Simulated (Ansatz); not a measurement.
# CH8BP: geometry relaxation (part 3 of 3)

The same run, continued: CH8BP; RHF/def2-SVP (Ansatz 0.2.0). It belongs to a series of runs on one base structure; here: end point B relaxed.

Geometry of the input (Å):
```
B  0.2362  0.7659  -0.2318
H  -0.2549  -0.6781  1.6189
C  1.5057  -0.0979  -0.5925
H  1.2842  -1.1642  -0.6702
H  1.8144  0.2290  -1.5949
H  2.3603  0.0453  0.0703
H  -0.8391  0.4653  -0.6768
P  0.2744  2.3338  0.8715
H  1.5415  2.8766  0.5687
H  -0.5090  3.2094  0.0920
H  -0.2288  -0.0311  1.9136
```

## Trajectory as extended XYZ, continued
```
11
Properties=species:S:1:pos:R:3:forces:R:3 step=25 energy=-11095.49732
B     0.4151    0.9846   -0.7604    0.0055   0.0111   0.0185
H    -0.9023   -1.2878    3.3294    0.0002   0.0031   0.0005
C     1.7002    0.1090   -1.0177    0.0190  -0.0086  -0.0155
H     1.4360   -0.9531   -1.0507    0.0085   0.0221   0.0026
H     2.0825    0.3528   -2.0171   -0.0087  -0.0061   0.0284
H     2.5102    0.2492   -0.3003   -0.0122  -0.0081  -0.0151
H    -0.5579    0.8197   -1.4458   -0.0155  -0.0024  -0.0130
P     0.2408    2.2091    0.7027    0.0223  -0.0007  -0.0131
H     1.5151    2.8094    0.7523   -0.0188  -0.0074   0.0028
H    -0.4848    3.2682    0.1257    0.0002  -0.0023   0.0029
H    -0.7699   -0.6071    3.0508   -0.0004  -0.0008   0.0010
11
Properties=species:S:1:pos:R:3:forces:R:3 step=26 energy=-11095.49730 accepted=F
B     0.4304    0.9909   -0.8178   -0.0089   0.0353   0.0277
H    -0.9484   -1.2651    3.5217    0.0252   0.1272  -0.0646
C     1.7212    0.1230   -1.0723    0.0462  -0.0271  -0.0383
H     1.4564   -0.9368   -1.1648    0.0257   0.0680   0.0093
H     2.1367    0.4141   -2.0473   -0.0264  -0.0249   0.0752
H     2.5079    0.2282   -0.3221   -0.0391  -0.0182  -0.0461
H    -0.5219    0.8581   -1.5410    0.0118   0.0063   0.0199
P     0.2164    2.1567    0.6909    0.0394   0.0084  -0.0456
H     1.4908    2.7525    0.8057   -0.0566  -0.0365  -0.0130
H    -0.4886    3.2416    0.1349    0.0075  -0.0151   0.0118
H    -0.8160   -0.6092    3.1809   -0.0248  -0.1232   0.0636
11
Properties=species:S:1:pos:R:3:forces:R:3 step=27 energy=-11095.49775
B     0.4231    0.9871   -0.7894   -0.0065   0.0146   0.0187
H    -0.9247   -1.2704    3.4229    0.0064   0.0349  -0.0143
C     1.7114    0.1159   -1.0460    0.0122  -0.0027  -0.0146
H     1.4473   -0.9447   -1.1090    0.0058   0.0149   0.0026
H     2.1100    0.3836   -2.0325   -0.0050  -0.0057   0.0185
H     2.5097    0.2379   -0.3126   -0.0089  -0.0060  -0.0095
H    -0.5397    0.8390   -1.4944    0.0029   0.0012   0.0025
P     0.2278    2.1787    0.6989    0.0205   0.0009  -0.0232
H     1.5012    2.7778    0.7816   -0.0240  -0.0136  -0.0010
H    -0.4892    3.2512    0.1355    0.0030  -0.0064   0.0055
H    -0.7921   -0.6021    3.1137   -0.0064  -0.0321   0.0147
11
Properties=species:S:1:pos:R:3:forces:R:3 step=28 energy=-11095.49792
B     0.4311    0.9899   -0.8176   -0.0134   0.0204   0.0252
H    -0.9478   -1.2538    3.5169    0.0150   0.0766  -0.0382
C     1.7226    0.1234   -1.0739    0.0199  -0.0077  -0.0220
H     1.4588   -0.9356   -1.1663    0.0106   0.0295   0.0050
H     2.1368    0.4143   -2.0479   -0.0100  -0.0112   0.0324
H     2.5094    0.2277   -0.3251   -0.0163  -0.0091  -0.0185
H    -0.5212    0.8584   -1.5406    0.0109   0.0041   0.0116
P     0.2148    2.1492    0.6946    0.0273   0.0033  -0.0372
H     1.4878    2.7455    0.8091   -0.0346  -0.0211  -0.0044
H    -0.4925    3.2349    0.1437    0.0054  -0.0118   0.0085
H    -0.8149   -0.5998    3.1758   -0.0148  -0.0732   0.0377
11
Properties=species:S:1:pos:R:3:forces:R:3 step=29 energy=-11095.49818
B     0.4324    0.9887   -0.8227   -0.0025   0.0309   0.0188
H    -0.9515   -1.2417    3.5366    0.0082   0.0423  -0.0214
C     1.7255    0.1250   -1.0809    0.0076  -0.0047  -0.0095
H     1.4626   -0.9327   -1.1835    0.0065   0.0124   0.0031
H     2.1440    0.4242   -2.0500   -0.0055  -0.0044   0.0165
H     2.5087    0.2228   -0.3280   -0.0069  -0.0059  -0.0089
H    -0.5162    0.8637   -1.5509   -0.0001  -0.0028   0.0054
P     0.2101    2.1382    0.6955    0.0235  -0.0029  -0.0282
H     1.4826    2.7330    0.8183   -0.0277  -0.0156  -0.0025
H    -0.4953    3.2274    0.1493    0.0049  -0.0102   0.0056
H    -0.8180   -0.5945    3.1851   -0.0080  -0.0390   0.0209
11
Properties=species:S:1:pos:R:3:forces:R:3 step=30 energy=-11095.49808 accepted=F
B     0.4450    0.9922   -0.8590   -0.0271  -0.0748   0.1153
H    -0.9735   -1.1763    3.6283   -0.0039  -0.0148   0.0113
C     1.7423    0.1359   -1.1207    0.0105   0.0247  -0.0164
H     1.4807   -0.9165   -1.2669   -0.0059   0.0022  -0.0002
H     2.1824    0.4688   -2.0682    0.0113  -0.0025  -0.0056
H     2.5087    0.2040   -0.3478    0.0039   0.0046  -0.0034
H    -0.4958    0.8774   -1.5969   -0.0071   0.0351  -0.0455
P     0.1879    2.0745    0.7024    0.0234   0.0052  -0.0627
H     1.4547    2.6669    0.8743   -0.0083   0.0032   0.0054
H    -0.5107    3.1827    0.1873   -0.0003   0.0007   0.0129
H    -0.8369   -0.5557    3.2361    0.0036   0.0164  -0.0112
11
Properties=species:S:1:pos:R:3:forces:R:3 step=31 energy=-11095.49861
B     0.4355    0.9839   -0.8346    0.0156   0.0303  -0.0027
H    -0.9595   -1.2005    3.5739   -0.0012  -0.0029   0.0033
C     1.7333    0.1291   -1.0992   -0.0049  -0.0094   0.0026
H     1.4742   -0.9265   -1.2262    0.0028   0.0002  -0.0011
H     2.1606    0.4493   -2.0571   -0.0026   0.0015   0.0014
H     2.5089    0.2120   -0.3371    0.0006  -0.0005   0.0003
H    -0.5060    0.8729   -1.5739   -0.0062  -0.0088   0.0042
P     0.1990    2.1030    0.7022   -0.0048  -0.0063  -0.0060
H     1.4675    2.6980    0.8477   -0.0001  -0.0051  -0.0009
H    -0.5051    3.2006    0.1727   -0.0001  -0.0040   0.0019
H    -0.8235   -0.5678    3.2004    0.0010   0.0050  -0.0030
11
Properties=species:S:1:pos:R:3:forces:R:3 step=32 energy=-11095.49897
B     0.4447    0.9817   -0.8606   -0.0094   0.0054   0.0076
H    -0.9801   -1.1428    3.6527    0.0096   0.0446  -0.0287
C     1.7480    0.1373   -1.1327    0.0130  -0.0100  -0.0060
H     1.4931   -0.9149   -1.2977    0.0068   0.0274   0.0035
H     2.1897    0.4892   -2.0736   -0.0106  -0.0080   0.0227
H     2.5117    0.1971   -0.3558   -0.0094  -0.0029  -0.0154
H    -0.4873    0.8875   -1.6145    0.0026   0.0030   0.0021
P     0.1808    2.0488    0.7086    0.0095  -0.0053  -0.0149
H     1.4454    2.6417    0.8933   -0.0080  -0.0014  -0.0002
H    -0.5207    3.1619    0.2080    0.0063  -0.0089  -0.0004
H    -0.8402   -0.5333    3.2410   -0.0103  -0.0440   0.0298
11
Properties=species:S:1:pos:R:3:forces:R:3 step=33 energy=-11095.49912
B     0.4488    0.9784   -0.8752    0.0062   0.0005   0.0144
H    -0.9929   -1.1030    3.7006    0.0112   0.0493  -0.0352
C     1.7568    0.1432   -1.1531    0.0080  -0.0108  -0.0094
H     1.5061   -0.9057   -1.3430    0.0072   0.0240   0.0031
H     2.2063    0.5162   -2.0821   -0.0094  -0.0080   0.0207
H     2.5131    0.1881   -0.3681   -0.0086  -0.0015  -0.0147
H    -0.4766    0.8974   -1.6388    0.0027   0.0054   0.0054
P     0.1706    2.0121    0.7140    0.0000   0.0042  -0.0213
H     1.4315    2.6053    0.9223   -0.0065  -0.0085  -0.0056
H    -0.5283    3.1331    0.2279    0.0014  -0.0049   0.0055
H    -0.8505   -0.5111    3.2644   -0.0123  -0.0497   0.0370
11
Properties=species:S:1:pos:R:3:forces:R:3 step=34 energy=-11095.49928
B     0.4528    0.9773   -0.8838   -0.0060  -0.0030   0.0076
H    -1.0038   -1.0831    3.7332    0.0070   0.0309  -0.0228
C     1.7631    0.1472   -1.1661   -0.0031  -0.0011  -0.0015
H     1.5148   -0.8992   -1.3700    0.0021   0.0088   0.0012
H     2.2159    0.5320   -2.0880   -0.0027  -0.0014   0.0064
H     2.5156    0.1834   -0.3775    0.0004  -0.0001  -0.0041
H    -0.4696    0.9041   -1.6518    0.0034   0.0023  -0.0008
P     0.1646    1.9923    0.7151    0.0109   0.0014  -0.0138
H     1.4247    2.5833    0.9337   -0.0052  -0.0014   0.0022
H    -0.5333    3.1183    0.2393    0.0014  -0.0049   0.0009
H    -0.8600   -0.5017    3.2846   -0.0081  -0.0316   0.0248
11
Properties=species:S:1:pos:R:3:forces:R:3 step=35 energy=-11095.49946
B     0.4592    0.9752   -0.9008    0.0038   0.0079   0.0069
H    -1.0286   -1.0564    3.7977   -0.0001   0.0026  -0.0008
C     1.7742    0.1553   -1.1905   -0.0067  -0.0017   0.0010
H     1.5313   -0.8873   -1.4173    0.0015   0.0007   0.0001
H     2.2314    0.5605   -2.1012    0.0004   0.0014   0.0000
H     2.5215    0.1785   -0.3966    0.0023  -0.0005  -0.0002
H    -0.4573    0.9149   -1.6766   -0.0014  -0.0012   0.0004
P     0.1587    1.9605    0.7142    0.0038  -0.0021  -0.0095
H     1.4157    2.5500    0.9534   -0.0058  -0.0013  -0.0022
H    -0.5390    3.0929    0.2540    0.0031  -0.0026   0.0020
H    -0.8823   -0.4900    3.3324   -0.0009  -0.0032   0.0023
11
Properties=species:S:1:pos:R:3:forces:R:3 step=36 energy=-11095.49932 accepted=F
B     0.4787    0.9757   -0.9466   -0.0158  -0.0299   0.0499
H    -1.0936   -0.9902    3.9619    0.0104   0.0393  -0.0362
C     1.8028    0.1767   -1.2527    0.0223  -0.0072  -0.0385
H     1.5706   -0.8565   -1.5345    0.0099   0.0529   0.0156
H     2.2723    0.6295   -2.1362   -0.0141  -0.0241   0.0409
H     2.5370    0.1664   -0.4456   -0.0103  -0.0025  -0.0222
H    -0.4278    0.9387   -1.7358    0.0062   0.0206   0.0013
P     0.1452    1.8796    0.7113    0.0142   0.0170  -0.0452
H     1.3927    2.4688    1.0002   -0.0155  -0.0142  -0.0103
H    -0.5538    3.0283    0.2936    0.0036  -0.0124   0.0087
H    -0.9395   -0.4629    3.4532   -0.0110  -0.0395   0.0360
11
Properties=species:S:1:pos:R:3:forces:R:3 step=37 energy=-11095.49956
B     0.4673    0.9724   -0.9196    0.0064   0.0258  -0.0086
H    -1.0628   -1.0266    3.8793    0.0039   0.0166  -0.0141
C     1.7879    0.1653   -1.2197   -0.0011  -0.0111  -0.0036
H     1.5518   -0.8731   -1.4730    0.0046   0.0109   0.0025
H     2.2490    0.5947   -2.1178   -0.0066  -0.0034   0.0111
H     2.5302    0.1734   -0.4207   -0.0024  -0.0013  -0.0043
H    -0.4434    0.9273   -1.7034   -0.0014  -0.0089   0.0065
P     0.1540    1.9245    0.7127    0.0027  -0.0011  -0.0019
H     1.4071    2.5145    0.9698   -0.0028  -0.0044  -0.0011
H    -0.5453    3.0636    0.2715    0.0012  -0.0063  -0.0013
H    -0.9108   -0.4820    3.3897   -0.0046  -0.0166   0.0146
```

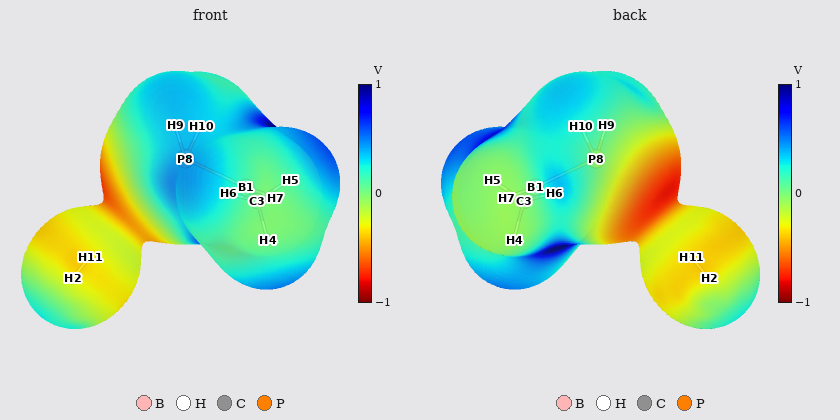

**Figure 1.** The molecular electrostatic potential painted on the density surface at 0.001 e/bohr³, seen at a tilt and from behind; the colour scale runs from red (negative) to blue (positive).

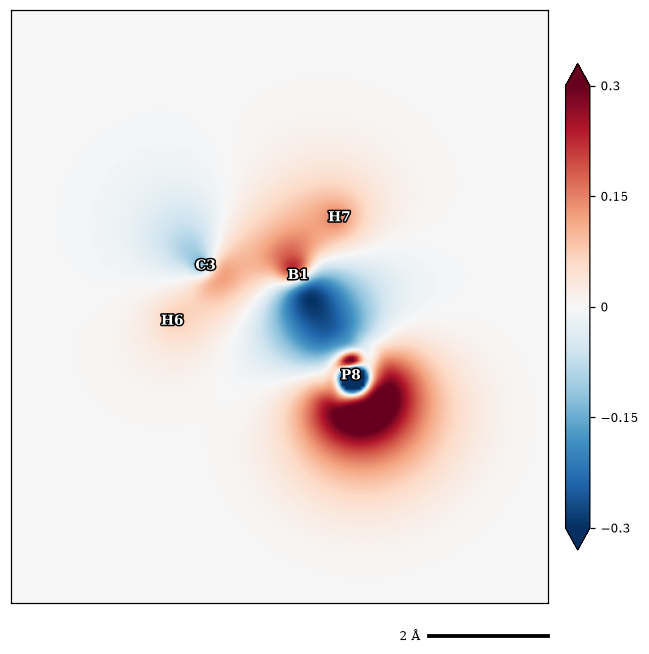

**Figure 2.** The HOMO on the plane of atoms C3, B1 and P8 (values in Å⁻³ᐟ²; the overall sign is arbitrary). Its energy is −9.66 eV.
